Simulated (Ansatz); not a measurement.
```yaml
atoms:
  - { symbol: C, position_ang: [-1.4872, 0.2639, 0.3465] }
  - { symbol: C, position_ang: [-0.0845, 0.4725, -0.2167] }
  - { symbol: C, position_ang: [-0.0572, 1.4748, -1.3670] }
  - { symbol: Cl, position_ang: [0.5154, -1.1515, -0.8635] }
  - { symbol: Ge, position_ang: [1.2285, 0.9521, 1.2177] }
  - { symbol: H, position_ang: [-1.8755, 1.2182, 0.7620] }
  - { symbol: H, position_ang: [-1.4989, -0.4961, 1.1520] }
  - { symbol: H, position_ang: [-2.1826, -0.0711, -0.4522] }
  - { symbol: H, position_ang: [-0.7395, 1.1525, -2.1820] }
  - { symbol: H, position_ang: [0.9589, 1.5841, -1.7939] }
  - { symbol: H, position_ang: [-0.3946, 2.4713, -1.0104] }
  - { symbol: H, position_ang: [0.8254, 2.3198, 1.8455] }
  - { symbol: H, position_ang: [2.6425, 1.0700, 0.5965] }
  - { symbol: H, position_ang: [1.2077, -0.1414, 2.3146] }
```

Computed with Ansatz, RKS PBE/def2-SVP.

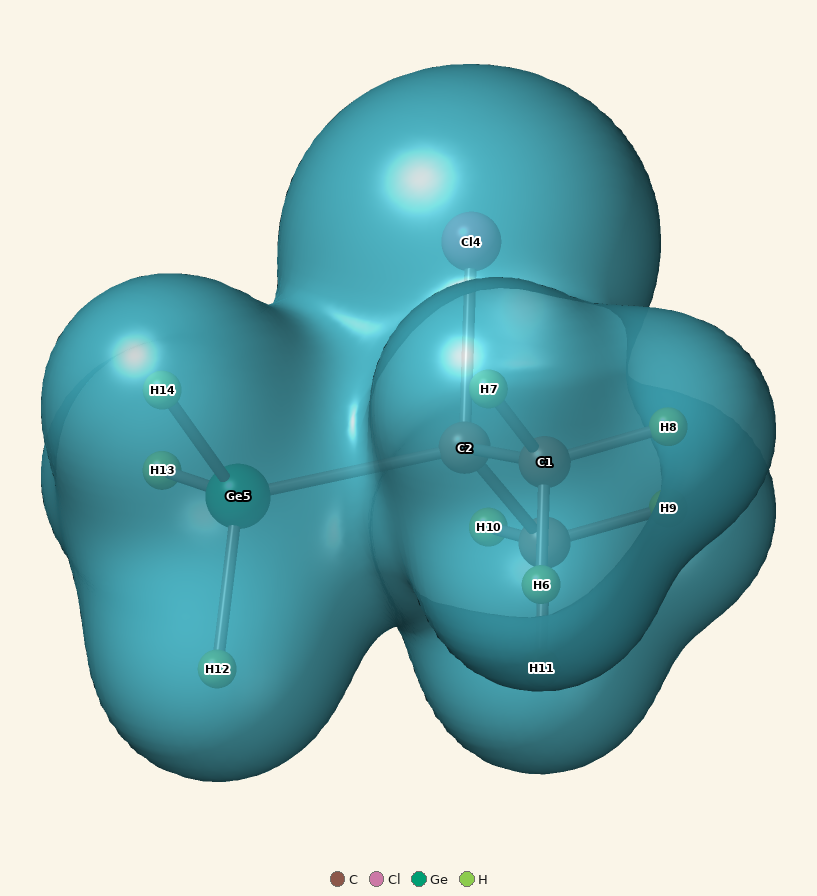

C3H9ClGe. Isosurface of the total electron density at 0.05 e/Å³ (cyan), seen from one side.

Question: Which contacts does the surface bridge?

Answer: At this value the surface is in one piece. It bridges the sampled C–C (1.53 Å), C–Cl (1.85 Å), C–Ge (2.00 Å) and C–H (1.11 Å) contacts, where the density stays above the isovalue. On the grid the lowest density along these lines, outside the cores, is 1.6 e/Å³ (C–C, 1.53 Å), 1 e/Å³ (C–Cl, 1.85 Å), 0.81 e/Å³ (C–Ge, 2.00 Å) and 1.8 e/Å³ (C–H, 1.11 Å).
